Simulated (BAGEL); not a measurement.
**HF/cc-pVDZ (density fitting with qzvpp-jkfit) run of CH3AlF2Si (SMILES F[Si]1(F)[CH2][AlH]1)**

What is the vertical ionisation energy of CH3AlF2Si at HF/cc-pVDZ (density fitting with qzvpp-jkfit)? 

The calculation is run with BAGEL 1.2.2.

**1. The structure to begin with**

CH3AlF2Si: 8 atoms, total charge 0, spin state singlet. SMILES: `F[Si]1(F)[CH2][AlH]1`. The coordinates come from a PBE0-D4/def2-TZVP relaxation.

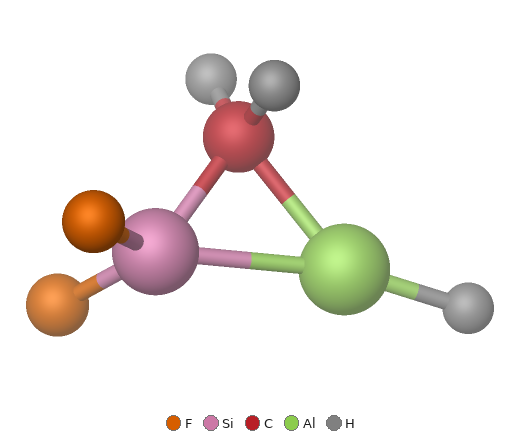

The structure, seen from a chosen angle (fluorine orange, silicon pink, carbon red, aluminium green, hydrogen grey).

**2. A single-point energy at HF/cc-pVDZ (density fitting with qzvpp-jkfit)**

The input, input.json:

```json
{ "bagel" : [

{
  "title" : "molecule",
  "basis" : "cc-pvdz.json",
  "df_basis" : "qzvpp-jkfit",
  "angstrom" : true,
  "geometry" : [
    { "atom" : "F", "xyz" : [       0.512500,      -1.279800,       1.912900 ] },
    { "atom" : "Si", "xyz" : [       0.620800,      -0.879800,       0.370200 ] },
    { "atom" : "F", "xyz" : [       2.073100,      -1.353900,      -0.084200 ] },
    { "atom" : "C", "xyz" : [       0.133000,       0.880900,       0.041800 ] },
    { "atom" : "Al", "xyz" : [      -1.330300,      -0.222700,      -0.713100 ] },
    { "atom" : "H", "xyz" : [       0.193300,       1.739000,       0.710900 ] },
    { "atom" : "H", "xyz" : [       0.645500,       1.128500,      -0.911200 ] },
    { "atom" : "H", "xyz" : [      -2.755800,      -0.069300,      -1.383200 ] }
  ]
},

{
  "title" : "hf",
  "charge" : 0
},

{
  "title" : "print",
  "file" : "orbitals.molden",
  "orbitals" : true
}

]}
```

The basis set cc-pVDZ is read from a file made from the Basis Set Exchange's data (not shown).

Command:

```sh
$ BAGEL_NUM_THREADS=1 BAGEL input.json > input.out
```

Log:

```text
* using 1 threads per process

  ===============================================================
  ===============================================================

  *** Geometry ***

  { "atom" : "F", "xyz" : [      0.968485,     -2.418471,      3.614857 ] },
  { "atom" : "Si", "xyz" : [      1.173142,     -1.662581,      0.699577 ] },
  { "atom" : "F", "xyz" : [      3.917591,     -2.558500,     -0.159115 ] },
  { "atom" : "C", "xyz" : [      0.251334,      1.664660,      0.078991 ] },
  { "atom" : "Al", "xyz" : [     -2.513903,     -0.420842,     -1.347564 ] },
  { "atom" : "H", "xyz" : [      0.365284,      3.286234,      1.343406 ] },
  { "atom" : "H", "xyz" : [      1.219818,      2.132556,     -1.721918 ] },
  { "atom" : "H", "xyz" : [     -5.207707,     -0.130958,     -2.613869 ] },

  Number of auxiliary basis functions:      539

  Since a DF basis is specified, we compute 2- and 3-index integrals:
    o Being stored without compression. Storage requirement is 0.037 GB

  Number of basis functions:       93
  Number of electrons      :       54

    * METHOD: MOLECULE                             0.23

  *** RHF ***

  === Nuclear Repulsion ===
   273.7651703388

      * DIIS with orbital gradients will be used.

  === RHF iteration (cc-pvdz.json) ===
      0       -769.06340706          0.01634898           0.08
      1       -769.29446721          0.01032423           0.08
      2       -769.39416723          0.00152737           0.08
      3       -769.39767448          0.00053693           0.08
      4       -769.39802750          0.00016649           0.08
      5       -769.39808017          0.00005528           0.08
      6       -769.39808562          0.00002103           0.08
      7       -769.39808653          0.00000543           0.08
      8       -769.39808660          0.00000259           0.08
      9       -769.39808661          0.00000122           0.08
     10       -769.39808661          0.00000036           0.08
     11       -769.39808661          0.00000015           0.08
     12       -769.39808661          0.00000007           0.08
     13       -769.39808661          0.00000002           0.08
     14       -769.39808661          0.00000001           0.08
     15       -769.39808661          0.00000000           0.08
    * SCF iteration converged.

    * Permanent dipole moment:
           (    0.943067,    -0.555708,     0.721999) a.u.

    * METHOD: HF                                   1.47

    * METHOD: PRINT                                0.01

  ===============================================================
```

Run time: 1.9 s. Hardware: 1 thread of Intel Xeon 6975P-C (Granite Rapids), shared host; peak memory 0.15 GiB.

**3. The doublet cation, same level**

input.json: that of step 2 with these lines changed.

```diff
@@ -19,12 +19,5 @@
 
-{
-  "title" : "hf",
-  "charge" : 0
-},
+{ "title" : "uhf", "charge" : 1, "nopen" : 1 },
 
-{
-  "title" : "print",
-  "file" : "orbitals.molden",
-  "orbitals" : true
-}
+{ "title" : "print", "file" : "orbitals.molden", "orbitals" : true }
```

The basis set cc-pVDZ is read from a file made from the Basis Set Exchange's data (not shown).

Command:

```sh
$ BAGEL_NUM_THREADS=1 BAGEL input.json > input.out
```

Log:

```text
* using 1 threads per process

  ===============================================================
  ===============================================================

  *** Geometry ***

  { "atom" : "F", "xyz" : [      0.968485,     -2.418471,      3.614857 ] },
  { "atom" : "Si", "xyz" : [      1.173142,     -1.662581,      0.699577 ] },
  { "atom" : "F", "xyz" : [      3.917591,     -2.558500,     -0.159115 ] },
  { "atom" : "C", "xyz" : [      0.251334,      1.664660,      0.078991 ] },
  { "atom" : "Al", "xyz" : [     -2.513903,     -0.420842,     -1.347564 ] },
  { "atom" : "H", "xyz" : [      0.365284,      3.286234,      1.343406 ] },
  { "atom" : "H", "xyz" : [      1.219818,      2.132556,     -1.721918 ] },
  { "atom" : "H", "xyz" : [     -5.207707,     -0.130958,     -2.613869 ] },

  Number of auxiliary basis functions:      539

  Since a DF basis is specified, we compute 2- and 3-index integrals:
    o Being stored without compression. Storage requirement is 0.037 GB

  Number of basis functions:       93
  Number of electrons      :       54

    * METHOD: MOLECULE                             0.23

  *** Open-shell HF ***

  === Nuclear Repulsion ===
   273.7651703388

      * DIIS with orbital gradients will be used.

  === UHF iteration (cc-pvdz.json) ===
      0       -768.80045805          0.03005691           0.17
      1       -769.00399374          0.02027220           0.17
      2       -769.06804768          0.01188862           0.17
      3       -769.10595730          0.00128155           0.16
      4       -769.10690508          0.00055785           0.16
      5       -769.10713756          0.00027621           0.16
      6       -769.10730491          0.00020660           0.16
      7       -769.10745497          0.00013062           0.17
      8       -769.10754300          0.00006801           0.17
      9       -769.10756181          0.00002959           0.17
     10       -769.10756370          0.00001573           0.16
     11       -769.10756405          0.00000725           0.16
     12       -769.10756417          0.00000248           0.17
     13       -769.10756418          0.00000130           0.16
     14       -769.10756419          0.00000083           0.16
     15       -769.10756419          0.00000049           0.17
     16       -769.10756419          0.00000025           0.17
     17       -769.10756419          0.00000017           0.17
     18       -769.10756419          0.00000011           0.17
     19       -769.10756419          0.00000005           0.16
     20       -769.10756419          0.00000003           0.16
     21       -769.10756419          0.00000001           0.17
     22       -769.10756419          0.00000001           0.17
    * SCF iteration converged.

    * S^2 (UHF) is 0.7605

    * Permanent dipole moment:
           (    2.094821,    -0.671428,     1.625550) a.u.

    * METHOD: UHF                                  4.00

    * METHOD: PRINT                                0.01

  ===============================================================
```

Run time: 4.5 s. Hardware: 1 thread of Intel Xeon 6975P-C (Granite Rapids), shared host; peak memory 0.15 GiB.

**4. What came out**

Level: HF/cc-pVDZ (density fitting with qzvpp-jkfit).

```
                                          quantity          value
                   singlet CH3AlF2Si: total energy  -769.39809 Eh
                  singlet CH3AlF2Si: dipole moment         3.33 D
                    singlet CH3AlF2Si: HOMO energy       -8.89 eV
                    singlet CH3AlF2Si: LUMO energy        0.62 eV
                  singlet CH3AlF2Si: HOMO–LUMO gap        9.51 eV
                      doublet cation: total energy  -769.10756 Eh
                              doublet cation: ⟨S²⟩          0.760
vertical ionisation energy (to the doublet cation)       7.906 eV
```

What this shows: The vertical ionisation energy comes to 7.91 eV (763 kJ/mol). The negative HOMO energy of the first species, 8.89 eV, lies 0.98 eV above that difference.
